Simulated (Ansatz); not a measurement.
## Electronic structure of Cl2GaH (SMILES [Cl][GaH][Cl]) in real space

Input

```
crystal:
  periodic: [false, false, false]
  atoms:
    - {symbol: Cl, position_ang: [-1.917788, -0.107846, -0.545578]}
    - {symbol: Ga, position_ang: [0.106549, 0.155494, -0.034355]}
    - {symbol: Cl, position_ang: [1.039323, -1.557925, 0.818105]}
    - {symbol: H, position_ang: [0.818413, 1.469079, -0.248794]}
basis:
  gaussian: {orbitals: def2-TZVPP}
hamiltonian: {xc: pbe0, dispersion: d4}
output: {forces: true, orbitals: {seedname: orbitals}}
```

Launched as:

```sh
ansatz run in.yaml --threads 2 --pin off --events-out ev --progress --plain --max-ram 4352MiB
```

Geometry: displaced from PBE0-D4/def2-TZVP; not at a stationary point (largest force 0.6 eV/Å).

All numbers below come from RKS PBE0-D4/def2-TZVPP (Ansatz).

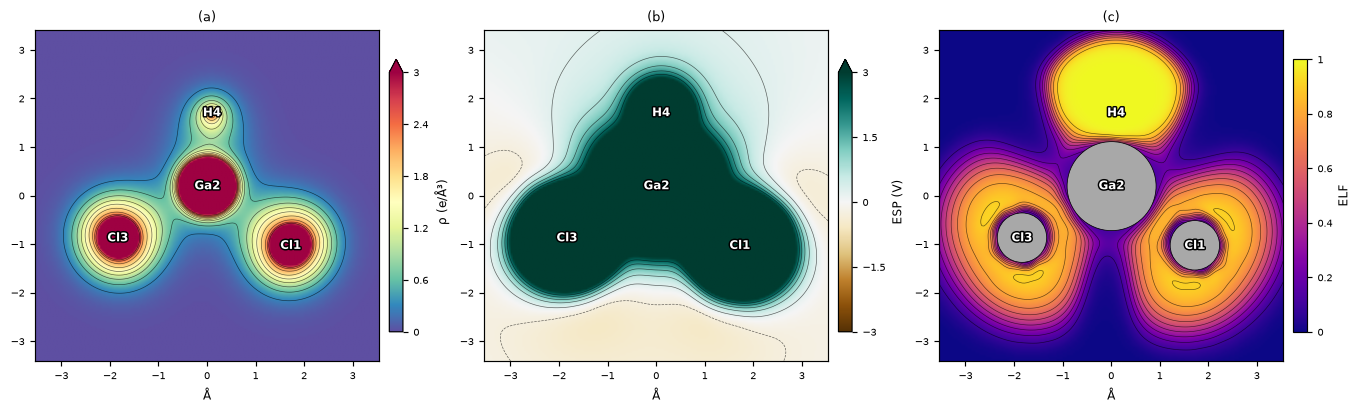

Figure 1. (a) total electron density; (b) molecular electrostatic potential; (c) electron localisation function on the molecular plane. Grey discs cover the atomic cores in the ELF map.

Q: What do the fields say about this system?

A: Atoms in the plane: Cl, Ga and H. Ga–Cl (2.10 Å): the density is about 0.78 e/Å³ at the midpoint; the ELF peaks at about 0.85 in the valence shell of Cl, 0.9 Å from its nucleus, and is about 0.55 at the midpoint. Ga–H (1.51 Å): the density is about 1.2 e/Å³ at the midpoint; the ELF climbs to about 1 towards the hydrogen. The ELF also peaks beside Cl1 and Cl3, away from the bonds: lone-pair regions. Outside the dense part of the molecule the potential is most negative (−0.5 V) near Cl3.

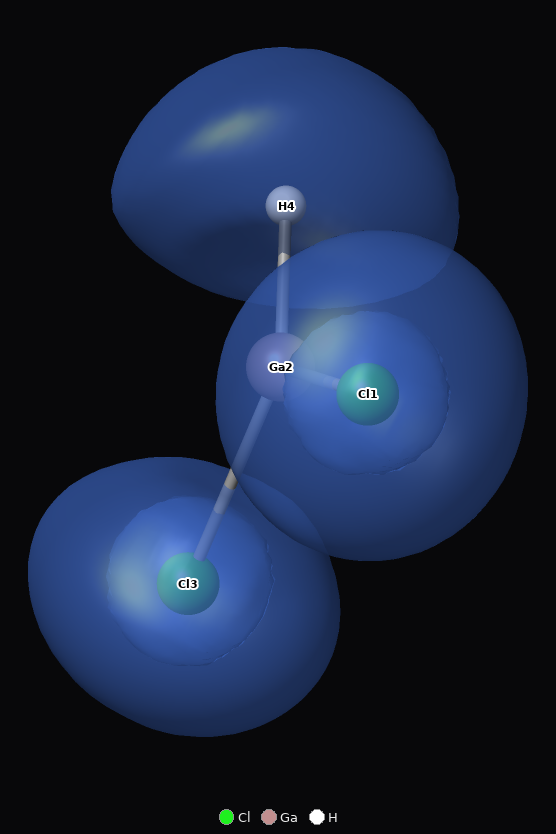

Figure 2. Isosurface of the electron localisation function at 0.75 (blue), seen at an oblique angle. Core shells and regions of very low density are left out.

Q: Identify the bonds, lone pairs and shells in this picture.

A: The ELF exceeds this value in one region around a hydrogen nucleus and two regions wrapped around Cl (the valence shell of each).

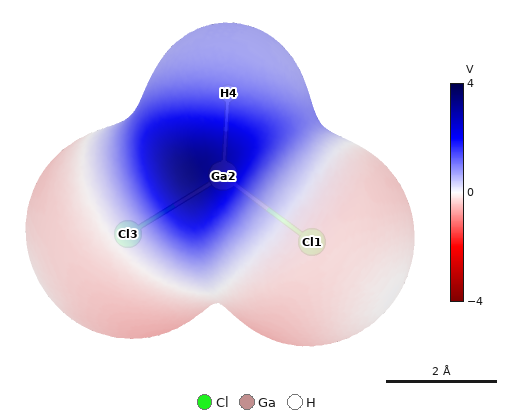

Figure 3. The electrostatic potential painted on the density surface at 0.002 e/bohr³, seen at a tilt; the colour scale runs from red (negative) to blue (positive).

Q: Which sites attract a positive test charge, and which a negative one?

A: A positive charge is drawn to the negative regions and a negative charge to the positive ones. The most negative region (about −0.5 V) lies over Cl1 and Cl3, the most positive (about +3.4 V) over Ga2.
